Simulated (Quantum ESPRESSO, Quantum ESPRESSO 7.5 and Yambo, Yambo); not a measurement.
# PbS (Galena): G0W0 with Yambo, start to end

How does a plane-wave GW calculation on PbS (Galena) run from the first input to the gap?

Main program and level: Quantum ESPRESSO 7.5 and Yambo 5.3.0; PBE and many-body steps on it, plane waves.

The database entry behind the starting cell differs from later determinations by our own check (about 0.1 % short), so it need not match the best structure at ambient conditions.

## 1. Starting point

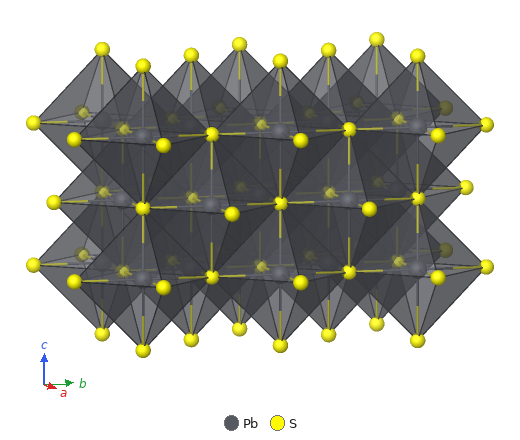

Start, viewed slightly off an axis; lead dark grey, sulfur yellow. 1×2×1 cells are drawn. This picture shows the conventional cell, with its axes. Some periodic images of atoms are drawn too.

The cell and positions come from the Crystallography Open Database and are kept as given unless a step says otherwise. Spin-orbit coupling is left out unless a step names it.

## 2. Ground state

This step: Quantum ESPRESSO 7.5; DFT, PBE, plane waves, norm-conserving pseudopotentials.

The ground-state density comes first.

Contents of pw.in:

```
&control
  calculation = 'scf'
  prefix = 'x'
  outdir = 'o'
  pseudo_dir = 'pseudo'
/
&system
  ibrav = 0
  nat = 2
  ntyp = 2
  ecutwfc = 76.0
  nbnd = 19
  force_symmorphic = .true.
/
&electrons
  conv_thr = 1e-10
  electron_maxstep = 80
  mixing_beta = 0.5
/
ATOMIC_SPECIES
  Pb 207.2 Pb.upf
  S 32.06 S.upf
CELL_PARAMETERS angstrom
  0.0000000000 2.9657500000 2.9657500000
  2.9657500000 -0.0000000000 2.9657500000
  2.9657500000 2.9657500000 0.0000000000
ATOMIC_POSITIONS crystal
  Pb 0.0000000000 0.0000000000 0.0000000000
  S 0.5000000000 0.5000000000 0.5000000000
K_POINTS automatic
  6 6 6 0 0 0
```

Run with:

```sh
> OMP_NUM_THREADS=1 mpirun -n 4 pw.x -nk 4 -in pw.in > pw.out
```

Log:

```text
Program PWSCF v.7.5 starts

     This program is part of the open-source Quantum ESPRESSO suite
     for quantum simulation of materials; please cite
         "P. Giannozzi et al., J. Phys.:Condens. Matter 21 395502 (2009);
         "P. Giannozzi et al., J. Phys.:Condens. Matter 29 465901 (2017);
         "P. Giannozzi et al., J. Chem. Phys. 152 154105 (2020);
     in publications or presentations arising from this work. More details at
     Message from routine setup:
     using ibrav=0 with symmetry is DISCOURAGED, use correct ibrav instead

     G-vector sticks info

     bravais-lattice index     =            0
     lattice parameter (alat)  =       7.9259  a.u.
     unit-cell volume          =     352.0710 (a.u.)^3
     number of atoms/cell      =            2
     number of atomic types    =            2
     number of electrons       =        28.00
     number of Kohn-Sham states=           19
     kinetic-energy cutoff     =      76.0000  Ry
     charge density cutoff     =     304.0000  Ry
     scf convergence threshold =      1.0E-10
     mixing beta               =       0.5000
     number of iterations used =            8  plain     mixing
     Exchange-correlation= PBE
                           (   1   4   3   4   0   0   0)

     celldm(1)=   7.925897  celldm(2)=   0.000000  celldm(3)=   0.000000
     celldm(4)=   0.000000  celldm(5)=   0.000000  celldm(6)=   0.000000

     crystal axes: (cart. coord. in units of alat)
               a(1) = (   0.000000   0.707107   0.707107 )
               a(2) = (   0.707107  -0.000000   0.707107 )
               a(3) = (   0.707107   0.707107   0.000000 )

     reciprocal axes: (cart. coord. in units 2 pi/alat)
               b(1) = ( -0.707107  0.707107  0.707107 )
               b(2) = (  0.707107 -0.707107  0.707107 )
               b(3) = (  0.707107  0.707107 -0.707107 )
     Pseudo is Norm-conserving + core correction, Zval = 22.0
     Generated using ONCVPSP code by D. R. Hamann
     Using radial grid of 1692 points,  7 beta functions with:
     Pseudo is Norm-conserving + core correction, Zval =  6.0
     Generated using ONCVPSP code by D. R. Hamann
     Using radial grid of 1146 points,  6 beta functions with:
     Pb               22.00   207.20000     Pb( 1.00)
     S                 6.00    32.06000     S ( 1.00)

     48 Sym. Ops., with inversion, found

   Cartesian axes

     site n.     atom                  positions (alat units)
         1        Pb     tau(   1) = (   0.0000000   0.0000000   0.0000000  )
         2        S      tau(   2) = (   0.7071068   0.7071068   0.7071068  )

     number of k points=    16
                       cart. coord. in units 2pi/alat
        k(    1) = (   0.0000000   0.0000000   0.0000000), wk =   0.0092593
        k(    2) = (   0.1178511   0.1178511  -0.1178511), wk =   0.0740741
        k(    3) = (   0.2357023   0.2357023  -0.2357023), wk =   0.0740741
        k(    4) = (  -0.3535534  -0.3535534   0.3535534), wk =   0.0370370
        k(    5) = (   0.2357023   0.0000000  -0.0000000), wk =   0.0555556
        k(    6) = (   0.3535534   0.1178511  -0.1178511), wk =   0.2222222
        k(    7) = (  -0.2357023  -0.4714045   0.4714045), wk =   0.2222222
        k(    8) = (  -0.1178511  -0.3535534   0.3535534), wk =   0.2222222
        k(    9) = (   0.0000000  -0.2357023   0.2357023), wk =   0.1111111
        k(   10) = (   0.4714045   0.0000000  -0.0000000), wk =   0.0555556
     [... 4 further rows ...]
        k(   15) = (  -0.1178511  -0.3535534   0.5892557), wk =   0.2222222
        k(   16) = (  -0.7071068   0.2357023   0.0000000), wk =   0.1111111

     Dense  grid:    31283 G-vectors     FFT dimensions: (  45,  45,  45)

     Initial potential from superposition of free atoms

     starting charge      27.9978, renormalised to      28.0000
     Starting wfcs are   17 randomized atomic wfcs +    2 random wfcs

     per-process dynamical memory:    28.6 Mb

     Self-consistent Calculation

     iteration #  1     ecut=    76.00 Ry     beta= 0.50

     Threshold (ethr) on eigenvalues was too large:
     Diagonalizing with lowered threshold

     total energy              =    -441.68971311 Ry
     estimated scf accuracy    <       0.12693925 Ry

     iteration #  2     ecut=    76.00 Ry     beta= 0.50

     total energy              =    -441.72421095 Ry
     estimated scf accuracy    <       0.01814854 Ry

     iteration #  3     ecut=    76.00 Ry     beta= 0.50

     total energy              =    -441.72772253 Ry
     estimated scf accuracy    <       0.00100071 Ry

     iteration #  4     ecut=    76.00 Ry     beta= 0.50

     total energy              =    -441.72778931 Ry
     estimated scf accuracy    <       0.00002125 Ry

     iteration #  5     ecut=    76.00 Ry     beta= 0.50

     total energy              =    -441.72779597 Ry
     estimated scf accuracy    <       0.00000316 Ry

     iteration #  6     ecut=    76.00 Ry     beta= 0.50

     total energy              =    -441.72779615 Ry
     estimated scf accuracy    <       0.00000080 Ry

     iteration #  7     ecut=    76.00 Ry     beta= 0.50

     total energy              =    -441.72779626 Ry
     estimated scf accuracy    <       0.00000005 Ry

     iteration #  8     ecut=    76.00 Ry     beta= 0.50

     total energy              =    -441.72779627 Ry
     estimated scf accuracy    <          1.8E-09 Ry

     iteration #  9     ecut=    76.00 Ry     beta= 0.50

     total energy              =    -441.72779627 Ry
     estimated scf accuracy    <          1.7E-10 Ry

     iteration # 10     ecut=    76.00 Ry     beta= 0.50

     End of self-consistent calculation

          k = 0.0000 0.0000 0.0000 (  3839 PWs)   bands (ev):

  -129.8088 -71.4990 -71.4990 -71.4990  -6.9200  -6.9200  -6.9200  -6.9039
    -6.9039  -3.6873   3.8699   7.7371   7.7371   7.7371  15.1248  15.1248
    15.1248  16.6175  16.6175

          k = 0.1179 0.1179-0.1179 (  3906 PWs)   bands (ev):

  -129.8090 -71.4990 -71.4990 -71.4990  -6.9188  -6.9177  -6.9177  -6.9025
    -6.9025  -3.4540   3.1215   7.8106   7.8106   8.2868  13.3255  13.9257
    13.9257  16.5825  17.2199

          k = 0.2357 0.2357-0.2357 (  3897 PWs)   bands (ev):

  -129.8090 -71.4991 -71.4990 -71.4990  -6.9304  -6.9304  -6.9173  -6.8823
    -6.8823  -2.8625   1.7807   8.0004   8.0004   9.1754  11.3839  12.4669
    12.4669  17.2781  18.6083

          k =-0.3536-0.3536 0.3536 (  3906 PWs)   bands (ev):

     [... further k-points ...]

     highest occupied, lowest unoccupied level (ev):     9.9081   10.2763

!    total energy              =    -441.72779627 Ry
     estimated scf accuracy    <          3.9E-11 Ry

     The total energy is the sum of the following terms:
     one-electron contribution =    -258.46292380 Ry
     hartree contribution      =     129.44472288 Ry
     xc contribution           =     -74.34407730 Ry
     ewald contribution        =    -238.36551806 Ry

     convergence has been achieved in  10 iterations

     XML data file, charge density, pseudopotentials, collected wavefunctions

=------------------------------------------------------------------------------=
   JOB DONE.
=------------------------------------------------------------------------------=
```

The job ended after 7.2 s (4 MPI ranks of Arm Neoverse V1, shared host; peak memory 0.27 GiB).

This step gave:

```yaml
total_energy: -6010.0128 eV
gap: 0.3682 eV
k_of_the_valence_top: 0, 0, -0.5
k_of_the_conduction_bottom: 0, 0, -0.5
least_direct_gap: 0.3682 eV
```

The gap is direct, at (0.000, 0.000, -0.500).

## 3. Bands along the symmetry lines

Levels along a band path, at the cheap level, show where the edges lie and whether the meshes to come will hold them.

Contents of pw.in:

```
&control
  calculation = 'bands'
  prefix = 'x'
  outdir = 'o'
  pseudo_dir = 'pseudo'
/
&system
  ibrav = 0
  nat = 2
  ntyp = 2
  ecutwfc = 76.0
  nbnd = 20
  force_symmorphic = .true.
/
&electrons
  conv_thr = 1e-9
  electron_maxstep = 80
  diago_full_acc = .true.
  diago_thr_init = 5e-6
/
ATOMIC_SPECIES
  Pb 207.2 Pb.upf
  S 32.06 S.upf
CELL_PARAMETERS angstrom
  0.0000000000 2.9657500000 2.9657500000
  2.9657500000 -0.0000000000 2.9657500000
  2.9657500000 2.9657500000 0.0000000000
ATOMIC_POSITIONS crystal
  Pb 0.0000000000 0.0000000000 0.0000000000
  S 0.5000000000 0.5000000000 0.5000000000
K_POINTS crystal
  50
  0.00000000 0.00000000 0.00000000 1
  0.06250000 0.00000000 0.06250000 1
  0.12500000 0.00000000 0.12500000 1
  0.18750000 0.00000000 0.18750000 1
  0.25000000 0.00000000 0.25000000 1
  0.31250000 0.00000000 0.31250000 1
  0.37500000 0.00000000 0.37500000 1
  0.43750000 0.00000000 0.43750000 1
  0.50000000 0.00000000 0.50000000 1
  0.51562500 0.03125000 0.51562500 1
  0.53125000 0.06250000 0.53125000 1
  0.54687500 0.09375000 0.54687500 1
  0.56250000 0.12500000 0.56250000 1
  0.57812500 0.15625000 0.57812500 1
  0.59375000 0.18750000 0.59375000 1
  0.60937500 0.21875000 0.60937500 1
  0.62500000 0.25000000 0.62500000 1
  0.37500000 0.37500000 0.75000000 1
  0.32812500 0.32812500 0.65625000 1
  0.28125000 0.28125000 0.56250000 1
  0.23437500 0.23437500 0.46875000 1
  0.18750000 0.18750000 0.37500000 1
  0.14062500 0.14062500 0.28125000 1
  0.09375000 0.09375000 0.18750000 1
  0.04687500 0.04687500 0.09375000 1
  0.00000000 0.00000000 0.00000000 1
  0.06250000 0.06250000 0.06250000 1
  0.12500000 0.12500000 0.12500000 1
  0.18750000 0.18750000 0.18750000 1
  0.25000000 0.25000000 0.25000000 1
  0.31250000 0.31250000 0.31250000 1
  0.37500000 0.37500000 0.37500000 1
  0.43750000 0.43750000 0.43750000 1
  0.50000000 0.50000000 0.50000000 1
  0.50000000 0.46875000 0.53125000 1
  0.50000000 0.43750000 0.56250000 1
  0.50000000 0.40625000 0.59375000 1
  0.50000000 0.37500000 0.62500000 1
  0.50000000 0.34375000 0.65625000 1
  0.50000000 0.31250000 0.68750000 1
  0.50000000 0.28125000 0.71875000 1
  0.50000000 0.25000000 0.75000000 1
  0.50000000 0.21875000 0.71875000 1
  0.50000000 0.18750000 0.68750000 1
  0.50000000 0.15625000 0.65625000 1
  0.50000000 0.12500000 0.62500000 1
  0.50000000 0.09375000 0.59375000 1
  0.50000000 0.06250000 0.56250000 1
  0.50000000 0.03125000 0.53125000 1
  0.50000000 0.00000000 0.50000000 1
```

Log:

```text
[banner, memory and clock lines left out]
Program PWSCF v.7.5 starts

     Atomic positions and unit cell read from directory:
     o/x.save/

     Message from routine setup:
     using ibrav=0 with symmetry is DISCOURAGED, use correct ibrav instead

     G-vector sticks info

     bravais-lattice index     =            0
     lattice parameter (alat)  =       7.9259  a.u.
     unit-cell volume          =     352.0710 (a.u.)^3
     number of atoms/cell      =            2
     number of atomic types    =            2
     number of electrons       =        28.00
     number of Kohn-Sham states=           20
     kinetic-energy cutoff     =      76.0000  Ry
     charge density cutoff     =     304.0000  Ry
     Exchange-correlation= PBE
                           (   1   4   3   4   0   0   0)

     celldm(1)=   7.925897  celldm(2)=   0.000000  celldm(3)=   0.000000
     celldm(4)=   0.000000  celldm(5)=   0.000000  celldm(6)=   0.000000

     crystal axes: (cart. coord. in units of alat)
               a(1) = (   0.000000   0.707107   0.707107 )
               a(2) = (   0.707107  -0.000000   0.707107 )
               a(3) = (   0.707107   0.707107   0.000000 )

     reciprocal axes: (cart. coord. in units 2 pi/alat)
               b(1) = ( -0.707107  0.707107  0.707107 )
               b(2) = (  0.707107 -0.707107  0.707107 )
               b(3) = (  0.707107  0.707107 -0.707107 )
     Pseudo is Norm-conserving + core correction, Zval = 22.0
     Generated using ONCVPSP code by D. R. Hamann
     Using radial grid of 1692 points,  7 beta functions with:
     Pseudo is Norm-conserving + core correction, Zval =  6.0
     Generated using ONCVPSP code by D. R. Hamann
     Using radial grid of 1146 points,  6 beta functions with:
     Pb               22.00   207.20000     Pb( 1.00)
     S                 6.00    32.06000     S ( 1.00)

     48 Sym. Ops., with inversion, found

   Cartesian axes

     site n.     atom                  positions (alat units)
         1        Pb     tau(   1) = (   0.0000000   0.0000000   0.0000000  )
         2        S      tau(   2) = (   0.7071068   0.7071068   0.7071068  )

     number of k points=    50
                       cart. coord. in units 2pi/alat
        k(    1) = (   0.0000000   0.0000000   0.0000000), wk =   0.0400000
        k(    2) = (   0.0000000   0.0883883   0.0000000), wk =   0.0400000
        k(    3) = (   0.0000000   0.1767767   0.0000000), wk =   0.0400000
[...]
[... 38 further rows ...]
        k(   49) = (   0.0441942   0.7071068   0.0000000), wk =   0.0400000
        k(   50) = (   0.0000000   0.7071068   0.0000000), wk =   0.0400000

     Dense  grid:    31283 G-vectors     FFT dimensions: (  45,  45,  45)

     The potential is recalculated from file :
     o/x.save/charge-density

     Starting wfcs are   17 randomized atomic wfcs +    3 random wfcs

     Band Structure Calculation

     End of band structure calculation

          k = 0.0000 0.0000 0.0000 (  3839 PWs)   bands (ev):

  -129.8090 -71.4991 -71.4991 -71.4991  -6.9201  -6.9201  -6.9201  -6.9040
    -6.9040  -3.6873   3.8699   7.7371   7.7371   7.7371  15.1248  15.1248
    15.1248  16.6175  16.6175  16.6175

          k = 0.0000 0.0884 0.0000 (  3895 PWs)   bands (ev):

  -129.8091 -71.4991 -71.4991 -71.4991  -6.9210  -6.9179  -6.9179  -6.9068
[...]
14.9810  16.2937  16.9674  16.9675

          k = 0.0000 0.1768 0.0000 (  3911 PWs)   bands (ev):

[...]
14.7880  15.7041  17.7622  17.7622

          k =-0.0000 0.2652 0.0000 (  3931 PWs)   bands (ev):

[...]
k = 0.0000 0.4419-0.0000 (  3956 PWs)   bands (ev):

[...]
k =-0.0000 0.5303 0.0000 (  3960 PWs)   bands (ev):

[...]
k = 0.0000 0.6187-0.0000 (  3952 PWs)   bands (ev):

[...]
k = 0.4640 0.4640-0.0000 (  3945 PWs)   bands (ev):

[...]
k = 0.3315 0.3315-0.0000 (  3931 PWs)   bands (ev):

[...]
k = 0.3094 0.7071-0.0000 (  3948 PWs)   bands (ev):

[...]
k = 0.2210 0.7071-0.0000 (  3946 PWs)   bands (ev):

[...]
k = 0.1768 0.7071-0.0000 (  3946 PWs)   bands (ev):

[...]
k = 0.0442 0.7071 0.0000 (  3950 PWs)   bands (ev):

[...]
15.4646  15.6381  21.0284  21.8408

          k = 0.0000 0.7071 0.0000 (  3940 PWs)   bands (ev):

  -129.8092 -71.4992 -71.4992 -71.4992  -7.0583  -6.9454  -6.8783  -6.8593
    -6.8593  -2.0170   2.7069   4.7152   6.4692   6.4692  13.7698  15.4837
    15.5933  15.5933  20.9544  22.0076

     XML data file, pseudopotentials, collected wavefunctions
```

Elapsed: 6.3 s, on 4 MPI ranks; peak memory 0.23 GiB; 25 s of CPU time.

This step gave:

| Quantity | Value |
| --- | --- |
| gap | 0.3682 eV |
| k of the valence top | 0.5, 0.5, 0.5 |
| k of the conduction bottom | 0.5, 0.5, 0.5 |
| least direct gap | 0.3682 eV |

The gap is 0.368 eV, as in the run before at this level.

Electronic bands along the path, in eV, zero at the top of the highest filled band:

```csv
point,band 11,band 12,band 13,band 14,band 15,band 16,band 17,band 18
Γ,-6.04,-2.17,-2.17,-2.17,5.22,5.22,5.22,6.71
X,-7.20,-5.19,-3.44,-3.44,3.86,5.58,5.69,5.69
U,-7.98,-4.77,-2.94,-2.48,3.33,4.13,5.05,6.22
jump to K,-7.98,-4.77,-2.94,-2.48,3.33,4.13,5.05,6.22
Γ,-6.04,-2.17,-2.17,-2.17,5.22,5.22,5.22,6.71
L,-8.85,-1.78,-1.78,0.00,0.37,1.96,1.96,8.67
W,-7.95,-4.42,-4.42,-1.03,2.19,4.66,4.66,8.16
X,-7.20,-5.19,-3.44,-3.44,3.86,5.58,5.69,5.69
```

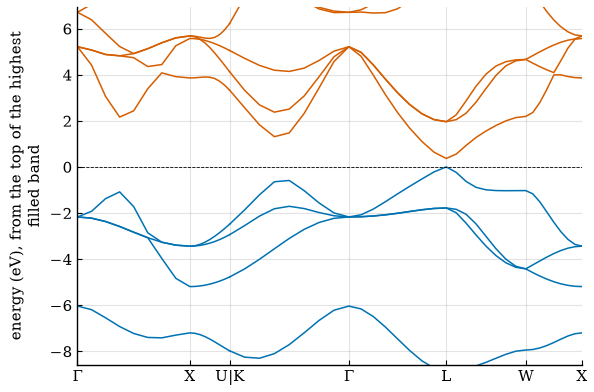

Electronic bands along the path; lines of filled and empty bands in two colours.

(Continued in part 2 of 3.)

[Paths, hosts, dates, memory and timing lines, banners, echoed tables and standing remarks are left out of the program output.]

[Logs are printed without paths, hosts, clocks, repeated set-up lines and the standing remarks that a program may print on its own settings, such as how far it seeks lower states.]

[Runs of the session that timed out or met a known fault of the program may be left out.]

[Hosts, paths, dates, database ids (printed as entryN), source tags and the programs' standing remarks are cut or masked in the printed files.]
